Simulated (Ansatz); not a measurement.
**Cl₂H₄HfN₂···H₂: density, localisation and related maps**

Input file:

```
crystal:
  periodic: [false, false, false]
  atoms:
    - { symbol: Hf, position_ang: [0.112832, 0.009782, 0.007552] }
    - { symbol: Cl, position_ang: [0.218488, -0.04173, 2.493701] }
    - { symbol: "N", position_ang: [1.971407, -0.056853, -0.772233] }
    - { symbol: H, position_ang: [2.494126, -0.89666, -0.95368] }
    - { symbol: H, position_ang: [2.551082, 0.734153, -0.999211] }
    - { symbol: Cl, position_ang: [-0.839392, 2.037594, -0.867887] }
    - { symbol: "N", position_ang: [-0.766526, -1.672476, -0.69558] }
    - { symbol: H, position_ang: [-1.440288, -2.239711, -0.207563] }
    - { symbol: H, position_ang: [-0.645605, -2.054664, -1.618876] }
    - { symbol: H, position_ang: [-2.703294, 0.013624, 1.184696] }
    - { symbol: H, position_ang: [-2.244329, -0.040559, 1.726479] }
basis:
  gaussian: { orbitals: def2-SVP }
hamiltonian:
  xc: hf
relax:
  f_tol: 0.03
  max_steps: 50
output:
  orbitals: {}
```

Run with:

```sh
ansatz run input.yaml --threads 2 --pin off --max-ram 3072MiB --backend cpu --events-out ev --progress --plain --runs-dir out
```

The fields are those of the run's last geometry, not of the input's.

Core potentials replace the inner electrons of Hf.

Theory: Ansatz 0.2.0, RHF/def2-SVP.

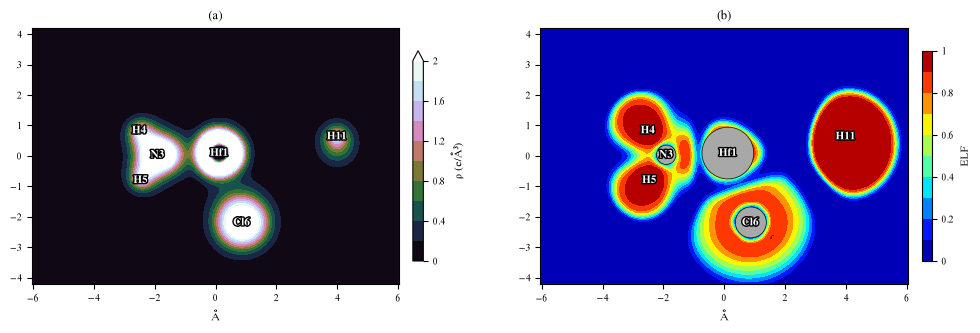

Figure 1. (a) electron density; (b) ELF on the plane of atoms N3, Hf1 and Cl6. Grey discs cover the atomic cores in the ELF map.

> Interpret the plot.

The plane passes through Hf, N, H and Cl nuclei.
Hf1···H11 (3.90 Å): the density falls to about 0.008 e/Å³ on the way; the ELF dips to about 0 between them (a weak contact between the two molecules).
Hf–N (2.02 Å): the density is about 0.81 e/Å³ at the midpoint; the ELF peaks at about 0.90 in the valence shell of N, 0.6 Å from its nucleus, and is about 0.25 at the midpoint.
Hf–Cl (2.40 Å): the density is about 0.51 e/Å³ at the midpoint; the ELF peaks at about 0.85 in the valence shell of Cl, 0.8 Å from its nucleus, and is about 0.35 at the midpoint.
N–H (1.01 Å): ρ is about 2.8 e/Å³ halfway; the ELF climbs to about 1 towards the hydrogen, as it does in any bond to H (an ordinary covalent bond to hydrogen).

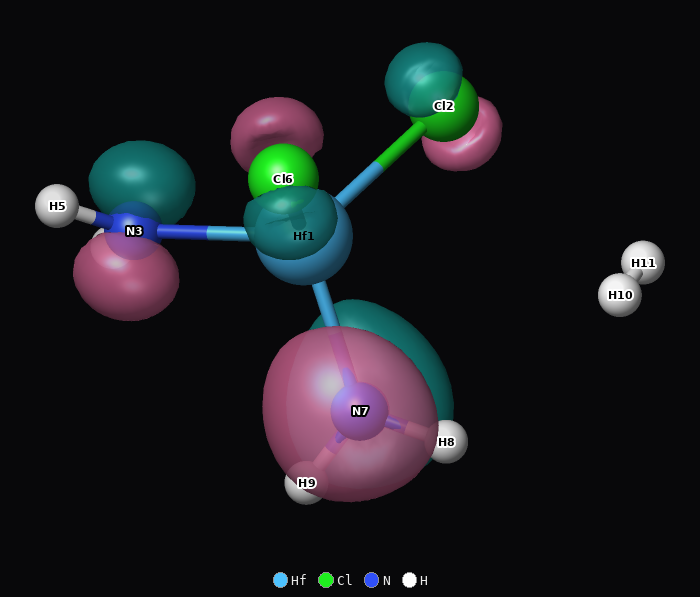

Figure 2. The HOMO at ±0.15 Å⁻³ᐟ² (teal and pink are the two phases), seen at a tilt.

> Where does this orbital lie, and at what energy?

By Hirshfeld shares it lies mainly on N7 (about 55 %), Hf1 (about 10 %), N3 (about 10 %), Cl6 (about 10 %) and Cl2 (about 5 %); largely a combination of lone pairs on N7, N3, Cl6 and Cl2. Its energy is −11.15 eV.
